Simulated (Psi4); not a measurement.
**M06-L/6-31G(d) (spherical functions, sweep point 3) run of CH2AlN (SMILES N#[C][AlH2])**

What is the vertical electron affinity of CH2AlN at M06-L/6-31G* (spherical functions, sweep point 3)? Input form: a Python script.

The calculation is run with Psi4 1.11.

## Step 1: Starting point

CH2AlN: 5 atoms, total charge 0, spin state singlet. SMILES: `N#[C][AlH2]`. Geometry: relaxed at PBE0-D4/def2-TZVP.

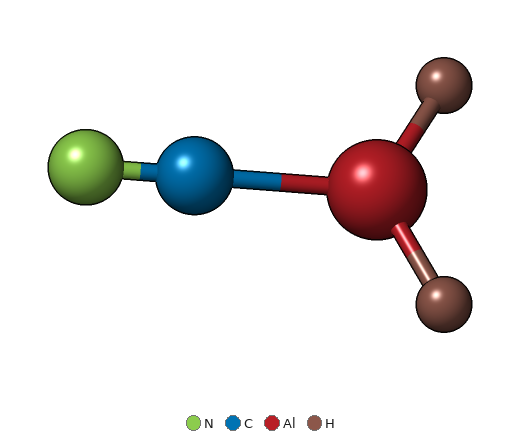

Viewed from a chosen angle; nitrogen green, carbon blue, aluminium red, hydrogen brown.

## Step 2: A single-point energy at M06-L/6-31G(d) (spherical functions, sweep point 3)

job.py

```python
import psi4

psi4.set_memory(1600000000)
psi4.set_num_threads(1)
psi4.core.set_output_file('ch2aln.out', False)

m = psi4.geometry("""
0 1
N      1.382300    -1.346000     1.394200
C      0.714200    -0.698000     0.711800
Al    -0.407200     0.390000    -0.434600
H     -1.629700    -0.322900    -1.120200
H     -0.009700     1.903200    -0.592600
symmetry c1
""")

psi4.set_options(dict(basis='6-31G*', reference='rks', puream=True, scf_type='pk', dft_radial_points=99, dft_spherical_points=590))

energy_value = psi4.energy('m06-l')
print(f'total energy {energy_value:.8f} hartree = {energy_value * 27.211386:.5f} eV')
```

Run with:

```
$ python job.py
```

ch2aln.out:

```text
[...]
  Running in c1 symmetry.
[...]
  Nuclear repulsion =   69.014155576228063
[...]
  Multiplicity = 1
[...]
  Nalpha       = 14
  Nbeta        = 14
[...]
    Number of basis functions: 50
[...]
   @RKS iter   1:  -336.30207463831601   -6.02048e-01   9.34261e-03 ADIIS/DIIS
[...]
   @RKS iter   8:  -336.43241213418213   -2.53510e-09   2.66027e-07 DIIS
[...]
    Orbital Energies [Eh]
    ---------------------
    Doubly Occupied:
       1A    -55.797355     2A    -14.193266     3A    -10.067361
       4A     -4.139315     5A     -2.651958     6A     -2.643432
       7A     -2.640708     8A     -0.856912     9A     -0.481344
      10A     -0.372127    11A     -0.326452    12A     -0.319043
      13A     -0.304494    14A     -0.301131
[...]
  @RKS Final Energy:  -336.43241213418213
   => Energetics <=
    Nuclear Repulsion Energy =             69.0141555762280632
    One-Electron Energy =                -600.4168468435116210
    Two-Electron Energy =                 226.6443816863714460
    DFT Exchange-Correlation Energy =     -31.6741025532700249
    Empirical Dispersion Energy =           0.0000000000000000
    VV10 Nonlocal Energy =                  0.0000000000000000
    Total Energy =                       -336.4324121341821296
[...]
 Multipole Moments:
 ------------------------------------------------------------------------------------
     Multipole            Electronic (a.u.)      Nuclear  (a.u.)        Total (a.u.)
 ------------------------------------------------------------------------------------
 L = 1.  Multiply by 2.5417464519 to convert [e a0] to [Debye]
 Dipole X            :          0.6695960           -1.4258200           -0.7562240
 Dipole Y            :         -0.6494838            1.3831863            0.7337025
 Dipole Z            :          0.6850118           -1.4576532           -0.7726414
 Magnitude           :                                                    1.3065867
[...]
```

On the terminal:

```text
total energy -336.43241213 hartree = -9154.79223 eV
```

It took 11 s on 1 thread of AMD EPYC 7R43 (Zen 3), shared host; peak memory 1.1 GiB.

## Step 3: The doublet anion at the same level

calc.py

```python
import psi4

psi4.set_memory(1600000000)
psi4.set_num_threads(1)
psi4.set_output_file('run.log', False)

mol = psi4.geometry("""
-1 2
N      1.382300    -1.346000     1.394200
C      0.714200    -0.698000     0.711800
Al    -0.407200     0.390000    -0.434600
H     -1.629700    -0.322900    -1.120200
H     -0.009700     1.903200    -0.592600
symmetry c1
""")

psi4.set_options({
    'basis': '6-31G*',
    'reference': 'uks',
    'puream': True,
    'scf_type': 'pk',
    'dft_radial_points': 99,
    'dft_spherical_points': 590,
    'maxiter': 150,
})

e = psi4.energy("m06-l", molecule=mol)
print('E =', round(e, 9))
```

Run with:

```
$ python calc.py
```

run.log:

```text
[...]
  Running in c1 symmetry.
[...]
  Nuclear repulsion =   69.014155576228063
[...]
  Multiplicity = 2
[...]
  Nalpha       = 15
  Nbeta        = 14
[...]
    Number of basis functions: 50
[...]
   @UKS iter   1:  -336.14374683255357   -4.43720e-01   1.32651e-02 ADIIS/DIIS
[...]
   @UKS iter  11:  -336.45307569852434   -1.60128e-08   4.11295e-07 DIIS
[...]
   @S^2 Observed:                7.584114620E-01
[...]
    Orbital Energies [Eh]
    ---------------------
    Alpha Occupied:
       1A    -55.536464     2A    -13.978108     3A     -9.864631
       4A     -3.883224     5A     -2.392150     6A     -2.388788
       7A     -2.386954     8A     -0.654447     9A     -0.265660
      10A     -0.163781    11A     -0.122222    12A     -0.120869
      13A     -0.104325    14A     -0.091637    15A      0.065159
    Alpha Virtual:
      16A      0.181679    17A      0.205054    18A      0.218448
      19A      0.220362    20A      0.289631    21A      0.293989
      22A      0.362638    23A      0.407907    24A      0.431622
      25A      0.635179    26A      0.669242    27A      0.669420
[...]
  @UKS Final Energy:  -336.45307569852434
   => Energetics <=
    Nuclear Repulsion Energy =             69.0141555762280632
    One-Electron Energy =                -606.7253137554552040
    Two-Electron Energy =                 233.1445765463016357
    DFT Exchange-Correlation Energy =     -31.8864940655988605
    Empirical Dispersion Energy =           0.0000000000000000
    VV10 Nonlocal Energy =                  0.0000000000000000
    Total Energy =                       -336.4530756985243443
[...]
 Multipole Moments:
 ------------------------------------------------------------------------------------
     Multipole            Electronic (a.u.)      Nuclear  (a.u.)        Total (a.u.)
 ------------------------------------------------------------------------------------
 L = 1.  Multiply by 2.5417464519 to convert [e a0] to [Debye]
 Dipole X            :          1.5319498           -1.4258200            0.1061298
 Dipole Y            :         -1.4860318            1.3831863           -0.1028455
 Dipole Z            :          1.5661739           -1.4576532            0.1085207
 Magnitude           :                                                    0.1833507
[...]
```

The script printed:

```text
E = -336.453075699
```

Run time: 21 s. Hardware: 1 thread of AMD EPYC 7R43 (Zen 3), shared host; peak memory 1.1 GiB.

## Step 4: Results

At M06-L/6-31G* (spherical functions, sweep point 3):

| quantity | value |
| --- | --- |
| singlet CH2AlN: total energy | -336.43241 Eh |
| singlet CH2AlN: dipole moment | 3.32 D |
| singlet CH2AlN: HOMO energy | -8.19 eV |
| singlet CH2AlN: LUMO energy | -2.82 eV |
| singlet CH2AlN: HOMO–LUMO gap | 5.37 eV |
| doublet anion: total energy | -336.45308 Eh |
| doublet anion: HOMO energy (highest over α and β) | 1.77 eV |
| doublet anion: LUMO energy (lowest over α and β) | 2.99 eV |
| doublet anion: ⟨S²⟩ | 0.758 |
| vertical electron affinity (to the doublet anion) | 0.562 eV |

What this shows: At fixed nuclei the extra electron is bound by 0.56 eV (13.0 kcal/mol). The basis has no diffuse functions, so the error can be as large as this value. The HOMO (doublet anion) lies at positive energy, 1.77 eV, as semi-local functionals often give for anions; only total energies tell whether the electron is bound.
